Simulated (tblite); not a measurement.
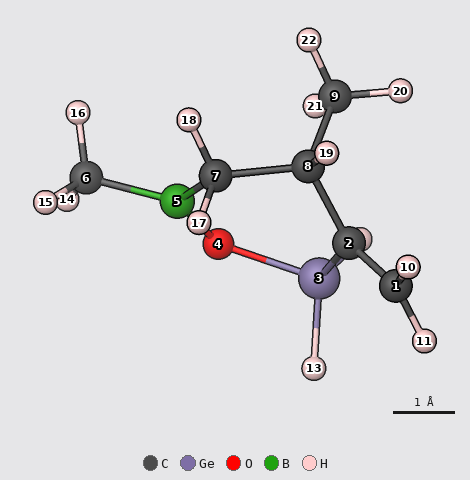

Fig. 1: The structure as given in the input (ball-and-stick view, seen at a tilt; atoms are numbered from 1 in the order of the input). Sticks mark near contacts. Bond lengths as drawn: B–C 1.59 to 1.61 Å, B–O 1.34 Å, C–C 1.33 to 1.54 Å, C–Ge 1.97 Å, C–H 1.08 to 1.10 Å, Ge–H 1.51 Å and Ge–O 1.77 Å.

## Run report: C6H13BGeO, frequency calculation

The run: frequency calculation of C6H13BGeO. Method and program: GFN2-xTB harmonic vibrations, gas phase (tblite 0.8.0).

It belongs to a series of runs on one base structure; here: GeH2 inserted into a C-O bond.

Output
```
mode    cm-1     km/mol
  1      45.6      0.02
  2      48.5      1.16
  3     101.5      0.32
  4     131.1      1.96
  5     170.9      0.65
  6     211.5      2.49
  7     229.2      1.51
  8     249.1     11.79
  9     277.4      2.96
 10     334.7      5.98
 11     353.3      5.66
 12     393.5      2.70
 13     403.6     29.81
 14     482.8     23.20
 15     530.7     18.78
 16     547.7     68.25
 17     596.1     11.99
 18     620.8     81.85
 19     662.7    174.63
 20     708.8      8.65
 21     721.6      1.70
 22     777.1     14.89
 23     813.3    264.59
 24     862.0     35.52
 25     873.8      5.67
 26     887.3     44.72
 27     904.3     39.22
 28     962.4     14.38
 29    1016.2      1.77
 30    1045.5     10.77
 31    1074.2    138.87
 32    1097.4     25.52
 33    1164.6      6.50
 34    1218.8      2.66
 35    1241.7     73.87
 36    1297.5    390.49
 37    1314.4      2.35
 38    1329.3     15.86
 39    1382.3     19.96
 40    1403.9      3.75
 41    1414.2      1.02
 42    1475.1      1.78
 43    1484.5      2.28
 44    1493.2      1.14
 45    1495.3      1.19
 46    1496.0      2.56
 47    1673.1      0.74
 48    1883.4    280.30
 49    1946.3    525.69
 50    2879.5     80.48
 51    2938.1     44.09
 52    2977.0     41.87
 53    3001.4     39.04
 54    3014.3     34.88
 55    3019.3     35.11
 56    3028.2     27.14
 57    3030.3     36.02
 58    3049.7     32.49
 59    3055.3     42.10
 60    3090.0     35.22
```

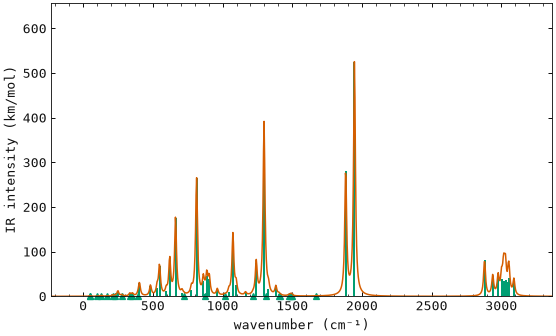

Fig. 2: Harmonic infrared spectrum, unscaled: sticks (degenerate modes added up, dark ones marked on the axis) with a Lorentzian envelope of 16 cm⁻¹ full width, scaled to the tallest stick. 60 modes from 46 to 3090 cm⁻¹, none imaginary. The strongest line is at 1946 cm⁻¹ (526 km/mol).

The run was set up as follows.

Input file
```
{"job": {"kind": "ir", "xc": "GFN2-xTB", "basis": "xTB"}, "charge": 0, "multiplicity": 1}
C      2.832888     0.458271     0.509330
C      1.645054     0.159970     0.003622
Ge     1.151828    -1.644217    -0.599398
O     -0.545191    -1.728550    -0.106467
B     -1.280499    -0.764397     0.455593
C     -2.795932    -1.085319     0.821881
C     -0.672315     0.678025     0.814692
C      0.513055     1.150244    -0.050906
C      0.071360     1.362274    -1.499231
H      3.057675     1.442799     0.894874
H      3.633411    -0.263140     0.549889
H      1.106233    -1.932612    -2.083392
H      1.819418    -2.789881     0.122568
H     -3.080788    -2.097987     0.550997
H     -2.970705    -0.962867     1.888817
H     -3.474328    -0.400371     0.317764
H     -0.331830     0.632435     1.854875
H     -1.443532     1.450825     0.784906
H      0.875604     2.110251     0.342019
H      0.915899     1.674525    -2.112109
H     -0.338683     0.440187    -1.910981
H     -0.699032     2.128921    -1.550194
```

The first line tells a small driver script what to run in tblite; the rest is the geometry in Å.

Run as:
```bash
OMP_NUM_THREADS=1 python <driver script> task.json out
```

Key numbers

```json
{"quantity": "outcome", "value": "converged"}
{"quantity": "total energy", "value": "−727.4792 eV"}
{"quantity": "zero-point energy", "value": "108.5490 kcal/mol"}
{"quantity": "hardware", "value": "1 CPU thread, shared host"}
{"quantity": "wall time", "value": "1.8 s"}
{"quantity": "peak memory", "value": "0.18 GiB"}
```
